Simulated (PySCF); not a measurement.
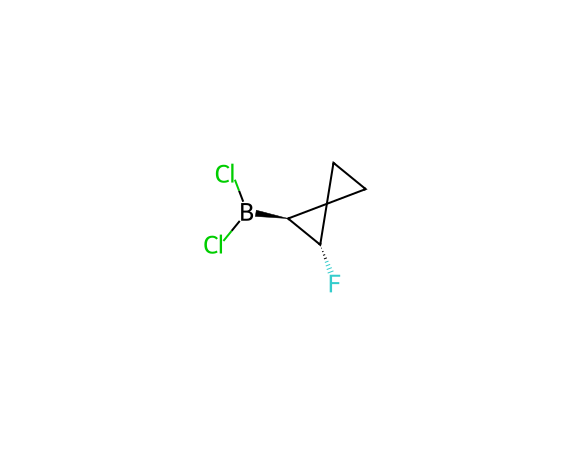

**Give its SMILES.**

F[C@@H]1[C@@H](B(Cl)Cl)C12CC2

**What is the molecular formula?**

C5H6BCl2F.

**An optimisation with PBE0-D3(BJ)/def2-SVP gave a structure of which point group?**

C1.

The parts below concern this one geometry. Atoms keep their numbers from picture to picture. Computed geometry: PBE0-D3(BJ)/def2-SVP optimisation. No frequency run is at hand to confirm it as a minimum.

Geometry

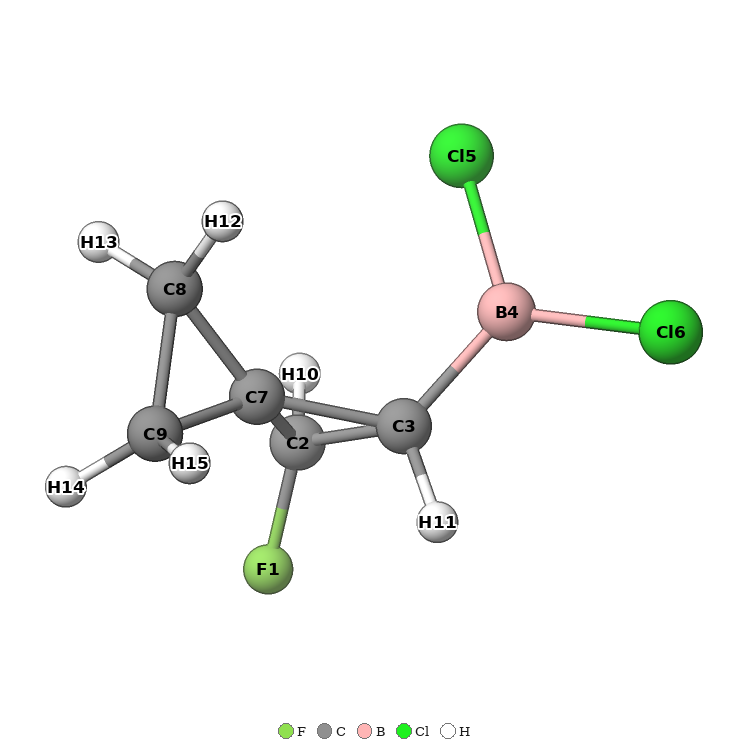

Atoms carry their numbers in the input. No frequency run is at hand to confirm it as a minimum.

What are the angles F1–C2–C3, F1–C2–H10, C2–C7–C3, C2–C7–C9, C3–B4–Cl5, B4–C3–H11, Cl5–B4–Cl6, C7–C3–H11, C7–C8–C9, C7–C9–H15, C8–C9–H14, C8–C9–H15?

```json
{"angle": "F1–C2–C3", "degrees": "116.5"}
{"angle": "F1–C2–H10", "degrees": "112.3"}
{"angle": "C2–C7–C3", "degrees": "62.5"}
{"angle": "C2–C7–C9", "degrees": "136.9"}
{"angle": "C3–B4–Cl5", "degrees": "120.6"}
{"angle": "B4–C3–H11", "degrees": "117.8"}
{"angle": "Cl5–B4–Cl6", "degrees": "118.2"}
{"angle": "C7–C3–H11", "degrees": "114.5"}
{"angle": "C7–C8–C9", "degrees": "59.1"}
{"angle": "C7–C9–H15", "degrees": "117.9"}
{"angle": "C8–C9–H14", "degrees": "118.6"}
{"angle": "C8–C9–H15", "degrees": "117.7"}
```

Electronic properties

No frequency run is at hand to confirm it as a minimum. Properties computed with CAM-B3LYP/def2-SVPD, gas phase (PySCF 2.14.0). Excitations: vertical, linear response.

**Estimate the mean static polarisability.**

95.9 bohr³.

**Give the brightest of the 6 lowest singlets at this level.**

6.45 eV.

**Give the HOMO energy (Kohn–Sham orbital) at this level.**

−9.65 eV.

**What is the lowest vertical singlet excitation?**

5.96 eV.

NMR shielding

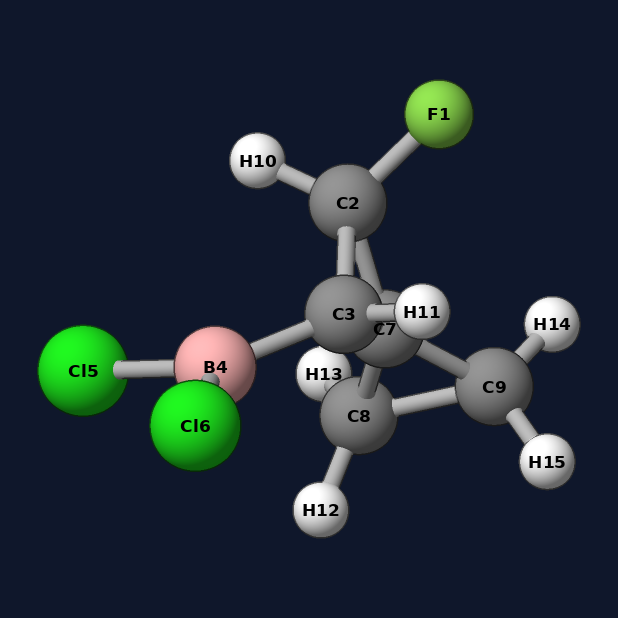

No frequency run is at hand to confirm it as a minimum. Level of theory: GIAO PBE0/pcSseg-1 NMR shielding, non-relativistic, IEF-PCM chloroform (PySCF 2.14.0). Principal shieldings σ11 ≤ σ22 ≤ σ33, span Ω = σ33 − σ11, skew κ = 3(σiso − σ22)/Ω.

Give the shielding tensors of the F atoms.

```
atom    σ11    σ22    σ33   σiso     Ω      κ
  F1  342.6  397.9  429.6  390.0  87.0  −0.27
```

Shieldings and span in ppm.

Dipole moment

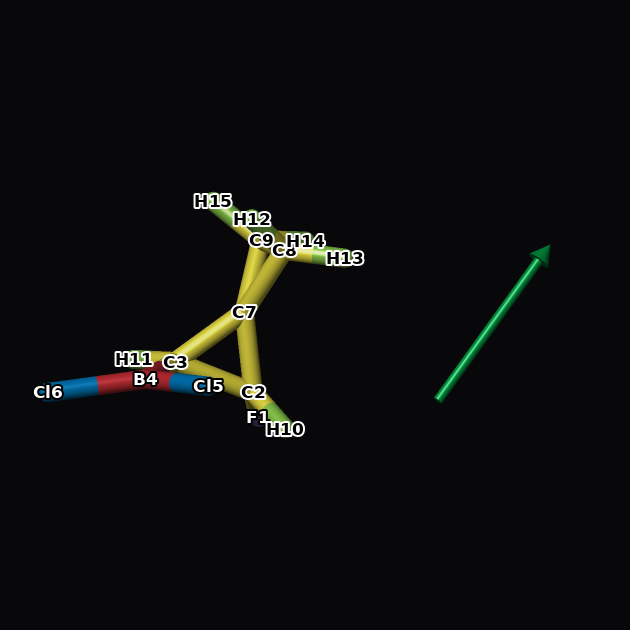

The arrow beside the molecule shows the direction of the dipole moment, from the negative to the positive end (its length means nothing). No frequency run is at hand to confirm it as a minimum. Properties computed with PBE0/pcSseg-1 in chloroform (IEF-PCM) (PySCF 2.14.0).

**Estimate the dipole moment.**

2.06 D; it points from the side of Cl6 to the side of H14 (the outermost atoms at the two ends).

Charges

The questions are on Mulliken charges. No frequency run is at hand to confirm it as a minimum. Method: PBE0/pcSseg-1 in chloroform (IEF-PCM) (PySCF 2.14.0).

**Which atom carries the highest charge (most positive or least negative)?**

B4 (0.53 e).

**And the lowest?**

C3 (−0.37 e).

List the Mulliken charges.

```csv
atom,value (e)
F1,−0.31
C2,0.30
C3,−0.37
B4,0.53
Cl5,−0.20
Cl6,−0.21
C7,−0.30
C8,−0.17
C9,−0.16
H10,0.13
H11,0.17
H12,0.15
H13,0.15
H14,0.15
H15,0.15
```

Mulliken values depend strongly on the basis set and can even reverse the polarity of a bond.
